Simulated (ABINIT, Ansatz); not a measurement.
**KTaO3 (Pm-3m): zone-centre phonons**

Aim: the zone-centre modes of KTaO3 (Pm-3m).

Program: ABINIT 10.8.3. Level of theory: DFT LDA, scalar-relativistic, plane waves, PseudoDojo norm-conserving pseudopotentials. Results are calculated unless marked as measured.

**1. Set-up**

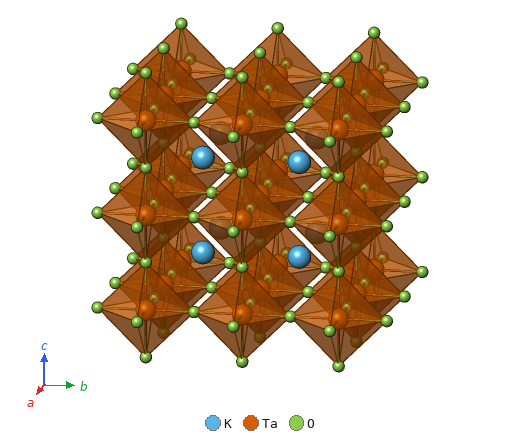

The starting structure, seen slightly off an axis (potassium blue, tantalum orange, oxygen green). 2×2×2 cells are drawn. Some periodic images of atoms are drawn too.

As a file:

```cif
data_structure
_symmetry_space_group_name_H-M 'Pm-3m'
_symmetry_Int_Tables_number 221
_cell_length_a 3.9883
_cell_length_b 3.9883
_cell_length_c 3.9883
_cell_angle_alpha 90.000
_cell_angle_beta 90.000
_cell_angle_gamma 90.000
_cell_volume 63.44
loop_
_atom_site_label
_atom_site_type_symbol
_atom_site_symmetry_multiplicity
_atom_site_Wyckoff_symbol
_atom_site_fract_x
_atom_site_fract_y
_atom_site_fract_z
_atom_site_occupancy
K1 K 1 b 0.50000 0.50000 0.50000 1
Ta1 Ta 1 a 0.00000 0.00000 0.00000 1
O1 O 3 d 0.50000 0.00000 0.00000 1
```

**2. A probe with smearing**

A first run with smearing and empty bands tells whether the crystal has a gap, which decides between fixed occupations and smearing later on.

File probe.abi:

```
# ground state
tolvrs 1.0d-08
prtden 1
prtwf 1

# basis, mesh and filling
ecut 36.0
ngkpt 4 4 4
nshiftk 1
shiftk 0.0 0.0 0.0
istwfk *1
occopt 7
tsmear 0.005
nband 29
nstep 100
diemac 9.0
prtebands 0
prtgsr 0
useylm 1

# cell and atoms
acell 7.536794703 7.536794703 7.536794703
rprim 
    1.0 0.0 0.0
    0.0 1.0 0.0
    0.0 0.0 1.0
ntypat 3
znucl 19 73 8
natom 5
typat 1 2 3 3 3
xred 
    0.5 0.5 0.5
    0.0 0.0 0.0
    0.5 0.0 0.0
    0.0 0.5 0.0
    0.0 0.0 0.5
pp_dirpath "./pseudo"
pseudos "K.upf, Ta.upf, O.upf"
```

On the command line:

```
> OMP_NUM_THREADS=1 mpirun -n 4 abinit probe.abi > probe.log
```

Numbers of over 12 decimals in the logs are rounded to 6 here.

probe.abo, the main output file:

```text
[banners, grids, parts of the stress and lines that vanish by symmetry left out]
- input  file    -> probe.abi
- output file    -> probe.abo
- root for input  files -> probei
[...]
Symmetries : space group Pm -3 m (#221); Bravais cP (primitive cubic)
[...]
mpw =        4468          nfft =       91125          nkpt =          10
[...]
== DATASET  1 ==================================================================
[...]
cutoff_energies: {ecut:  36.0, pawecutdg:  -1.0, }
[...]
ETOT  1  -144.36721752474    -1.444E+02 9.232E-02 1.616E+03
 ETOT  2  -143.00470962237     1.363E+00 2.261E-02 6.094E+03
 ETOT  3  -144.86076192436    -1.856E+00 1.352E-02 1.061E+02
 ETOT  4  -144.87918963251    -1.843E-02 7.200E-03 3.247E+01
 ETOT  5  -144.88373361150    -4.544E-03 1.374E-03 4.785E+00
[...]
ETOT 10  -144.88519466922    -3.507E-09 4.268E-05 1.067E-07
 ETOT 11  -144.88519466925    -2.285E-11 3.823E-05 3.674E-10
 At SCF step   11       vres2   =  3.67E-10 < tolvrs=  1.00E-08 =>converged.
[...]
sigma(1 1)=  2.88638148E-04  sigma(3 2)=  0.00000000E+00
  sigma(2 2)=  2.88638148E-04  sigma(3 1)=  0.00000000E+00
  sigma(3 3)=  2.88638148E-04  sigma(2 1)=  0.00000000E+00
[...]
convergence: {deltae: -2.285E-11, res2:  3.674E-10, residm:  3.823E-05, diffor: null, }
etotal    :  -1.44885195E+02
[...]
sigma(1 1)=  2.88638148E-04  sigma(3 2)=  0.00000000E+00
  sigma(2 2)=  2.88638148E-04  sigma(3 1)=  0.00000000E+00
  sigma(3 3)=  2.88638148E-04  sigma(2 1)=  0.00000000E+00
[...]
- sigma(1 1)=  8.49202750E+00  sigma(3 2)=  0.00000000E+00
- sigma(2 2)=  8.49202750E+00  sigma(3 1)=  0.00000000E+00
- sigma(3 3)=  8.49202750E+00  sigma(2 1)=  0.00000000E+00
[...]
fcart     -0.0000000000E+00 -0.0000000000E+00 -0.0000000000E+00
           strten      2.8863814812E-04  2.8863814812E-04  2.8863814812E-04
================================================================================

[key lines of the parts left out:]
pressure_GPa:  -8.4920E+00
```

Wall time 17 s (4 MPI ranks of Arm Neoverse V2, shared host).

Numbers from this step:

| Property | Result |
| --- | --- |
| volume per atom | 12.69 Å³ |
| pressure | -8.492 GPa |
| gap on the k-mesh | 2.071 eV |

A gap of 2.1 eV opens on this mesh, so the crystal is taken as an insulator; the printed pressure holds the stress of the finite basis too.

**3. Relaxation**

The harmonic expansion needs vanishing forces, and a free crystal bears no stress, so cell and atoms are brought to rest. Stress is more sensitive to the basis than forces are: the last 3 Ha under the cutoff are smoothed with ecutsm, and the cutoff is raised above that of the later runs.

File relax.abi:

```
# relaxation
ionmov 2
optcell 2
dilatmx 1.08
ntime 40
tolmxf 1.0d-05
tolvrs 1.0d-14
prtwf 0
prtden 0
chksymtnons 0

# basis, mesh and filling
ecut 44.0
ecutsm 3.0
ngkpt 6 6 6
nshiftk 1
shiftk 0.0 0.0 0.0
istwfk *1
occopt 1
nband 20
nstep 100
diemac 9.0
prtebands 0
prtgsr 0
useylm 1

# cell and atoms
acell 7.536794703 7.536794703 7.536794703
rprim 
    1.0 0.0 0.0
    0.0 1.0 0.0
    0.0 0.0 1.0
ntypat 3
znucl 19 73 8
natom 5
typat 1 2 3 3 3
xred 
    0.5 0.5 0.5
    0.0 0.0 0.0
    0.5 0.0 0.0
    0.0 0.5 0.0
    0.0 0.0 0.5
pp_dirpath "./pseudo"
pseudos "K.upf, Ta.upf, O.upf"
```

On the command line:

```
> OMP_NUM_THREADS=1 mpirun -n 4 abinit relax.abi > relax.log
```

relax.abo, the main output file:

```text
[banners, grids, parts of the stress and lines that vanish by symmetry left out]
- input  file    -> relax.abi
- output file    -> relax.abo
- root for input  files -> relaxi
[...]
Symmetries : space group Pm -3 m (#221); Bravais cP (primitive cubic)
[...]
mpw =        7571          nfft =      125000          nkpt =          20
[...]
== DATASET  1 ==================================================================
[...]
cutoff_energies: {ecut:  44.0, pawecutdg:  -1.0, }
[...]
ETOT  1  -144.40826721972    -1.444E+02 2.526E-01 1.227E+03
 ETOT  2  -144.42405316166    -1.579E-02 3.146E-02 1.842E+03
 ETOT  3  -144.85118094873    -4.271E-01 9.970E-02 1.901E+02
 ETOT  4  -144.87751360372    -2.633E-02 2.382E-03 5.368E+01
 ETOT  5  -144.88702797314    -9.514E-03 1.806E-04 6.135E-01
[...]
At SCF step   17       vres2   =  3.03E-15 < tolvrs=  1.00E-14 =>converged.
[...]
sigma(1 1)=  2.58505211E-04  sigma(3 2)=  0.00000000E+00
  sigma(2 2)=  2.58505211E-04  sigma(3 1)=  0.00000000E+00
  sigma(3 3)=  2.58505211E-04  sigma(2 1)=  0.00000000E+00
[...]
convergence: {deltae: -2.814E-12, res2:  3.034E-15, residm:  5.060E-14, diffor: null, }
etotal    :  -1.44887169E+02
[...]
ETOT  1  -144.87879898961    -1.449E+02 5.824E-04 1.197E+02
[...]
At SCF step   15       vres2   =  2.12E-15 < tolvrs=  1.00E-14 =>converged.
[...]
sigma(1 1)=  1.02723458E-04  sigma(3 2)=  0.00000000E+00
  sigma(2 2)=  1.02723458E-04  sigma(3 1)=  0.00000000E+00
  sigma(3 3)=  1.02723458E-04  sigma(2 1)=  0.00000000E+00
[...]
convergence: {deltae:  6.253E-12, res2:  2.120E-15, residm:  3.675E-18, diffor: null, }
etotal    :  -1.44888971E+02
[...]
ETOT  1  -144.88508422070    -1.449E+02 1.044E-02 4.956E+01
[...]
At SCF step   15       vres2   =  2.62E-15 < tolvrs=  1.00E-14 =>converged.
[...]
sigma(1 1)= -5.75764930E-06  sigma(3 2)=  0.00000000E+00
  sigma(2 2)= -5.75764930E-06  sigma(3 1)=  0.00000000E+00
  sigma(3 3)= -5.75764930E-06  sigma(2 1)=  0.00000000E+00
[...]
convergence: {deltae: -1.734E-12, res2:  2.619E-15, residm:  1.755E-18, diffor: null, }
etotal    :  -1.44889275E+02
[...]
ETOT  1  -144.88926415640    -1.449E+02 6.873E-10 1.404E-01
[...]
At SCF step   12       vres2   =  6.11E-15 < tolvrs=  1.00E-14 =>converged.
[...]
sigma(1 1)=  1.14101037E-07  sigma(3 2)=  0.00000000E+00
  sigma(2 2)=  1.14101037E-07  sigma(3 1)=  0.00000000E+00
  sigma(3 3)=  1.14101037E-07  sigma(2 1)=  0.00000000E+00
[...]
convergence: {deltae: -2.871E-12, res2:  6.114E-15, residm:  2.878E-17, diffor: null, }
etotal    :  -1.44889276E+02
[...]
ETOT  1  -144.88927618767    -1.449E+02 5.927E-12 5.300E-05
[...]
ETOT  9  -144.88927619221    -2.444E-12 7.949E-18 1.535E-14
 ETOT 10  -144.88927619222    -4.150E-12 5.235E-19 5.871E-16
 At SCF step   10       vres2   =  5.87E-16 < tolvrs=  1.00E-14 =>converged.
[...]
sigma(1 1)=  1.19461876E-10  sigma(3 2)=  0.00000000E+00
  sigma(2 2)=  1.19461876E-10  sigma(3 1)=  0.00000000E+00
  sigma(3 3)=  1.19461880E-10  sigma(2 1)=  0.00000000E+00
[...]
convergence: {deltae: -4.150E-12, res2:  5.871E-16, residm:  5.235E-19, diffor: null, }
etotal    :  -1.44889276E+02
[...]
At Broyd/MD step   5, gradients are converged :
[...]
sigma(1 1)=  1.19461876E-10  sigma(3 2)=  0.00000000E+00
  sigma(2 2)=  1.19461876E-10  sigma(3 1)=  0.00000000E+00
  sigma(3 3)=  1.19461880E-10  sigma(2 1)=  0.00000000E+00
[...]
- sigma(1 1)=  3.51468974E-06  sigma(3 2)=  0.00000000E+00
- sigma(2 2)=  3.51468974E-06  sigma(3 1)=  0.00000000E+00
- sigma(3 3)=  3.51468984E-06  sigma(2 1)=  0.00000000E+00
[...]
fcart     -0.0000000000E+00 -0.0000000000E+00 -0.0000000000E+00
           strten      1.1946187616E-10  1.1946187616E-10  1.1946187962E-10
================================================================================

[key lines of the parts left out:]
pressure_GPa:  -3.5147E-06
Total energy (etotal) [Ha]= -1.44889276192217E+02
```

It took 2.5 min on 4 MPI ranks.

Relaxation path:

```csv
step,energy less that of the first step (eV),largest force (eV/Å),volume (Å³)
1,0.0000,0.0000,63.44
2,-0.0490,0.0000,61.98
3,-0.0573,0.0000,61.06
4,-0.0573,0.0000,61.11
5,-0.0573,0.0000,61.10
```

| conventional cell, symmetrised | before | after | change |
| --- | --- | --- | --- |
| a (Å) | 3.988 | 3.939 | -1.2 % |
| b (Å) | 3.988 | 3.939 | -1.2 % |
| c (Å) | 3.988 | 3.939 | -1.2 % |
| volume (Å³/atom) | 12.69 | 12.22 | -3.7 % |

Final coordinates:

```cif
data_structure
_symmetry_space_group_name_H-M 'P 1'
_symmetry_Int_Tables_number 1
_cell_length_a 3.9388
_cell_length_b 3.9388
_cell_length_c 3.9388
_cell_angle_alpha 90.000
_cell_angle_beta 90.000
_cell_angle_gamma 90.000
_cell_volume 61.10
loop_
_atom_site_label
_atom_site_type_symbol
_atom_site_fract_x
_atom_site_fract_y
_atom_site_fract_z
_atom_site_occupancy
K1 K 0.50000 0.50000 0.50000 1
Ta2 Ta 0.00000 0.00000 0.00000 1
O3 O 0.50000 0.00000 0.00000 1
O4 O 0.00000 0.50000 0.00000 1
O5 O 0.00000 0.00000 0.50000 1
```

Read from the output:

```
volume per atom : 12.22 Å³
pressure        : -3.51e-6 GPa
```

The volume changes by -3.7 % in this run and stands -3.7 % from the first cell.

**4. Ground state**

The response is built on these wavefunctions, so the potential is converged far more tightly than an energy would need.

File gs.abi:

```
# ground state
tolvrs 1.0d-16
prtden 1
prtwf 1

# basis, mesh and filling
ecut 36.0
ngkpt 6 6 6
nshiftk 1
shiftk 0.0 0.0 0.0
istwfk *1
occopt 1
nband 20
nstep 100
diemac 9.0
prtebands 0
prtgsr 0
useylm 1

# cell and atoms
acell 7.443161413 7.443161413 7.443161413
rprim 
    1.0 0.0 0.0
    0.0 1.0 0.0
    0.0 0.0 1.0
ntypat 3
znucl 19 73 8
natom 5
typat 1 2 3 3 3
xred 
    0.5 0.5 0.5
    0.0 0.0 0.0
    0.5 0.0 0.0
    0.0 0.5 0.0
    0.0 0.0 0.5
pp_dirpath "./pseudo"
pseudos "K.upf, Ta.upf, O.upf"
```

On the command line:

```
> OMP_NUM_THREADS=1 mpirun -n 4 abinit gs.abi > gs.log
```

gs.abo, the main output file:

```text
[banners, grids, parts of the stress and lines that vanish by symmetry left out]
- input  file    -> gs.abi
- output file    -> gs.abo
- root for input  files -> gsi
[...]
Symmetries : space group Pm -3 m (#221); Bravais cP (primitive cubic)
[...]
mpw =        4337          nfft =       91125          nkpt =          20
[...]
== DATASET  1 ==================================================================
[...]
cutoff_energies: {ecut:  36.0, pawecutdg:  -1.0, }
[...]
ETOT  1  -144.46371156515    -1.445E+02 2.493E-01 9.893E+02
 ETOT  2  -144.33102396138     1.327E-01 7.351E-03 1.693E+03
 ETOT  3  -144.85849482858    -5.275E-01 1.005E-01 1.165E+02
 ETOT  4  -144.88199082697    -2.350E-02 2.073E-03 2.538E+01
 ETOT  5  -144.88809577003    -6.105E-03 5.299E-04 2.703E-01
[...]
ETOT 18  -144.88819443308    -3.070E-12 9.271E-15 1.092E-15
 ETOT 19  -144.88819443309    -7.759E-12 1.936E-15 5.609E-18
 At SCF step   19       vres2   =  5.61E-18 < tolvrs=  1.00E-16 =>converged.
[...]
sigma(1 1)=  3.23931994E-05  sigma(3 2)=  0.00000000E+00
  sigma(2 2)=  3.23931994E-05  sigma(3 1)=  0.00000000E+00
  sigma(3 3)=  3.23931994E-05  sigma(2 1)=  0.00000000E+00
[...]
convergence: {deltae: -7.759E-12, res2:  5.609E-18, residm:  1.936E-15, diffor: null, }
etotal    :  -1.44888194E+02
[...]
sigma(1 1)=  3.23931994E-05  sigma(3 2)=  0.00000000E+00
  sigma(2 2)=  3.23931994E-05  sigma(3 1)=  0.00000000E+00
  sigma(3 3)=  3.23931994E-05  sigma(2 1)=  0.00000000E+00
[...]
- sigma(1 1)=  9.53040830E-01  sigma(3 2)=  0.00000000E+00
- sigma(2 2)=  9.53040830E-01  sigma(3 1)=  0.00000000E+00
- sigma(3 3)=  9.53040830E-01  sigma(2 1)=  0.00000000E+00
[...]
fcart     -0.0000000000E+00 -0.0000000000E+00 -0.0000000000E+00
           strten      3.2393199385E-05  3.2393199385E-05  3.2393199385E-05
================================================================================

[key lines of the parts left out:]
pressure_GPa:  -9.5304E-01
```

Run time: 28 s. Hardware: 4 MPI ranks; 1.9 min of CPU time.

Numbers from this step:

```yaml
pressure: -0.9530 GPa
```

The cell stands at -0.95 GPa: the relaxation ran with a smoothed and higher cutoff, and the difference is a stress of the finite basis.

**5. The gap at rest**

Empty bands on the ground state's density check that the gap assumed so far is there in this cell.

File gap.abi:

```
# empty bands on the ground state's density
iscf -2
getden_filepath "gso_DEN"
tolwfr 1.0d-12
nbdbuf 2
prtwf 0

# basis, mesh and filling
ecut 36.0
ngkpt 6 6 6
nshiftk 1
shiftk 0.0 0.0 0.0
istwfk *1
occopt 1
nband 24
nstep 100
diemac 9.0
prtebands 0
prtgsr 0
useylm 1

# cell and atoms
acell 7.443161413 7.443161413 7.443161413
rprim 
    1.0 0.0 0.0
    0.0 1.0 0.0
    0.0 0.0 1.0
ntypat 3
znucl 19 73 8
natom 5
typat 1 2 3 3 3
xred 
    0.5 0.5 0.5
    0.0 0.0 0.0
    0.5 0.0 0.0
    0.0 0.5 0.0
    0.0 0.0 0.5
pp_dirpath "./pseudo"
pseudos "K.upf, Ta.upf, O.upf"
```

On the command line:

```
> OMP_NUM_THREADS=1 mpirun -n 4 abinit gap.abi > gap.log
```

gap.abo, the main output file:

```text
[banners, grids, parts of the stress and lines that vanish by symmetry left out]
- input  file    -> gap.abi
- output file    -> gap.abo
- root for input  files -> gapi
[...]
Symmetries : space group Pm -3 m (#221); Bravais cP (primitive cubic)
[...]
mpw =        4337          nfft =       91125          nkpt =          20
[...]
== DATASET  1 ==================================================================
[...]
cutoff_energies: {ecut:  36.0, pawecutdg:  -1.0, }
[...]
-outvars: echo values of variables after computation
            acell      7.4431614130E+00  7.4431614130E+00  7.4431614130E+00 Bohr
================================================================================
```

Run time: 15 s. Hardware: 4 MPI ranks; 61 s of CPU time.

Read from the output:

- gap on the k-mesh: 2.165 eV

In this cell the gap on the mesh is 2.2 eV, indirect (smallest direct 2.8 eV), so fixed occupations hold.

(Continued in part 2 of 4.)

[Host names and launcher messages were left out of these logs when they were recorded.]

[Logs are printed without paths, hosts, clocks, repeated set-up lines and the standing remarks that a program may print on its own settings, such as how far it seeks lower states.]

[Hosts, paths, dates, database ids (printed as entryN), source tags and the programs' standing remarks are cut or masked in the printed files.]
